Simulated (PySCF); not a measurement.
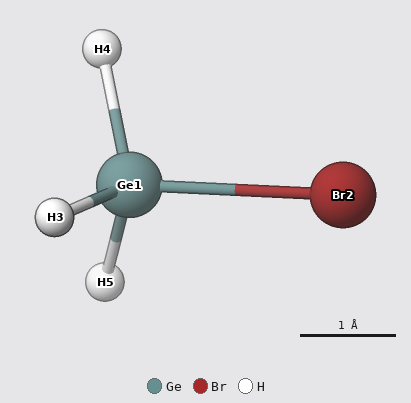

Fig. 1: The input geometry of run A (ball-and-stick view, seen at a tilt; atoms are numbered from 1 in the order of the input). Sticks mark near contacts. Bond lengths as drawn: Br–Ge 2.31 Å and Ge–H 1.53 Å.

# What a change does: excited-state calculation on GeH3Br

System: GeH3Br.
Method of run A: TDDFT PBE0/aug-cc-pVTZ, vertical, gas phase, core orbitals frozen in the response (PySCF 2.14.0).

The geometry comes from this level: PBE0-D3(BJ)/def2-SVP. Text and figures count atoms from 1; the logs count them from 0 in places.

**The input, run A**
```
{"job": {"kind": "uv", "xc": "PBE0", "basis": "aug-cc-pVTZ"}, "charge": 0, "multiplicity": 1}
Ge     0.124360     0.170165    -0.052874
Br     2.432269     0.225429     0.080510
H     -0.392962    -0.486680     1.233426
H     -0.360132     1.620734    -0.176425
H     -0.245309    -0.654874    -1.292603
```

The first line tells a small driver script what to run in PySCF; the rest is the geometry in Å.

Launched with:
```bash
OMP_NUM_THREADS=1 python <driver script> task.json out
```

Hardware: 1 CPU thread, shared host.

**Output (run A)**
```
coarse grid: 22168 points
cycle   1  E = -4652.4864021103  dE = -1.653e+00  |g| = 4.879e-01  |ddm| = 4.416e+00
cycle   2  E = -4652.4792105180  dE =  7.192e-03  |g| = 5.049e-01  |ddm| = 1.205e+00
cycle   3  E = -4652.5152795637  dE = -3.607e-02  |g| = 6.083e-02  |ddm| = 6.280e-01
cycle   4  E = -4652.5158495042  dE = -5.699e-04  |g| = 8.781e-03  |ddm| = 6.703e-02
cycle   5  E = -4652.5158674837  dE = -1.798e-05  |g| = 2.924e-03  |ddm| = 1.754e-02
cycle   6  E = -4652.5158702980  dE = -2.814e-06  |g| = 2.636e-04  |ddm| = 5.568e-03
final grid: 42232 points
cycle   7  E = -4652.5158268108  dE = -1.368e-08  |g| = 2.555e-04  |ddm| = 2.422e-03
cycle   8  E = -4652.5158268113  dE = -4.447e-10  |g| = 2.793e-04  |ddm| = 6.939e-04
cycle   9  E = -4652.5158268274  dE = -1.610e-08  |g| = 2.350e-05  |ddm| = 3.219e-04
cycle  10  E = -4652.5158268275  dE = -1.282e-10  |g| = 4.888e-06  |ddm| = 3.362e-05
converged SCF energy = -4652.5158268275

Static polarisability (au): isotropic 54.912, principal 48.797 48.808 67.131

Singlet excitations
state   eV       nm        f      main configurations
  1   5.9708    207.7   0.01746   H->L 0.97
  2   5.9720    207.6   0.01750   H-1->L 0.97
  3   6.9544    178.3   0.00193   H->L+1 0.97
  4   6.9554    178.3   0.00194   H-1->L+1 0.97
  5   7.7490    160.0   0.00000   H-1->L+2 0.34, H->L+3 0.33
  6   7.8344    158.3   0.00921   H->L+2 0.32, H-1->L+3 0.25, H-2->L 0.21
  7   7.8595    157.8   0.00120   H->L+3 0.21, H-1->L+2 0.20, H-1->L+3 0.16
  8   7.8597    157.7   0.00122   H-1->L+3 0.23, H->L+2 0.19, H->L+3 0.14
  9   8.1598    151.9   0.00698   H->L+5 0.18, H-1->L+4 0.17, H->L+4 0.14
 10   8.1602    151.9   0.00711   H->L+4 0.19, H-1->L+5 0.17, H->L+5 0.16

Triplet excitations (Tamm-Dancoff, eV): 5.5293 5.5300 6.7778 6.7789
```

For run B the input was changed thus:
```diff
-"basis": "aug-cc-pVTZ"
+"basis": "aug-cc-pVDZ"
```

What does this change do to the results?

The total energy of run B is 90.5 kcal/mol higher, which measures the change of basis and not a stability. The dipole moment goes from 1.90 to 1.95 D. The lowest excitation goes from 5.97 to 5.93 eV. The strongest computed line goes from 5.97 to 5.93 eV. The SCF takes 9 iterations against 10. The basis functions go from 187 to 99.

**Output (run B)**
```
coarse grid: 22168 points
cycle   1  E = -4652.3555334587  dE = -1.636e+00  |g| = 2.332e-01  |ddm| = 3.857e+00
cycle   2  E = -4652.3518378595  dE =  3.696e-03  |g| = 2.525e-01  |ddm| = 1.353e+00
cycle   3  E = -4652.3715389177  dE = -1.970e-02  |g| = 2.211e-02  |ddm| = 6.905e-01
cycle   4  E = -4652.3716679014  dE = -1.290e-04  |g| = 4.176e-03  |ddm| = 5.811e-02
cycle   5  E = -4652.3716729711  dE = -5.070e-06  |g| = 5.597e-04  |ddm| = 1.364e-02
final grid: 42232 points
cycle   6  E = -4652.3716482923  dE = -1.725e-08  |g| = 5.668e-04  |ddm| = 3.682e-03
cycle   7  E = -4652.3716482668  dE =  2.556e-08  |g| = 6.427e-04  |ddm| = 2.903e-03
cycle   8  E = -4652.3716484042  dE = -1.375e-07  |g| = 4.217e-05  |ddm| = 1.583e-03
cycle   9  E = -4652.3716484046  dE = -3.965e-10  |g| = 3.713e-06  |ddm| = 1.292e-04
converged SCF energy = -4652.3716484046

Static polarisability (au): isotropic 53.784, principal 47.532 47.543 66.278

Singlet excitations
state   eV       nm        f      main configurations
  1   5.9334    209.0   0.01771   H->L 0.97
  2   5.9346    208.9   0.01775   H-1->L 0.97
  3   6.9567    178.2   0.00180   H->L+1 0.98
  4   6.9578    178.2   0.00182   H-1->L+1 0.98
  5   7.7936    159.1   0.00000   H-1->L+2 0.40, H->L+3 0.39
  6   7.8746    157.4   0.01518   H->L+2 0.37, H-1->L+3 0.28, H-2->L 0.22
  7   7.9001    156.9   0.00148   H->L+3 0.25, H-1->L+2 0.24, H-1->L+3 0.20
  8   7.9002    156.9   0.00148   H-1->L+3 0.27, H->L+2 0.23, H->L+3 0.17
  9   8.1958    151.3   0.00735   H-3->L 0.90
 10   8.1986    151.2   0.00745   H-4->L 0.90

Triplet excitations (Tamm-Dancoff, eV): 5.4862 5.4870 6.7787 6.7799
```

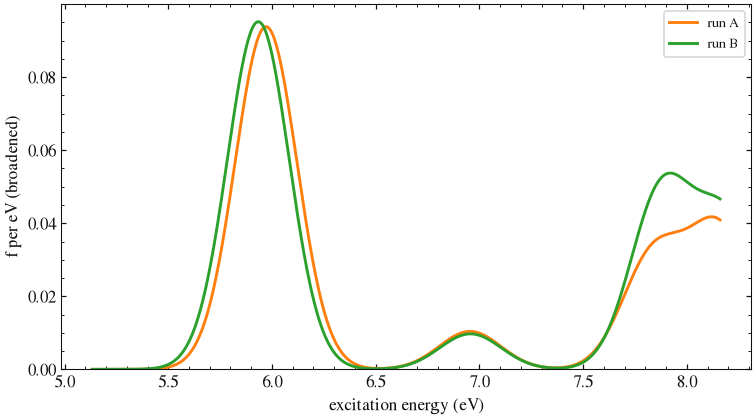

Fig. 2: Absorption of the two runs from their computed states, each broadened by a Gaussian of 0.35 eV full width; the range ends where the shorter list of states ends.

**The two runs side by side**

```csv
quantity,run A,run B
outcome,converged,converged
total energy (hartree),−4652.515827,−4652.371648
HOMO (eV),−8.28,−8.27
LUMO (eV),−0.93,−0.97
dipole moment (D),1.90,1.95
lowest excitation (eV),5.97,5.93
SCF iterations,10,9
strongest computed line (eV),5.97,5.93
basis functions,187,99
wall time (shared host),17 s,6.9 s
```

For both runs: Spin–orbit coupling is left out, which matters for the heavy atoms.
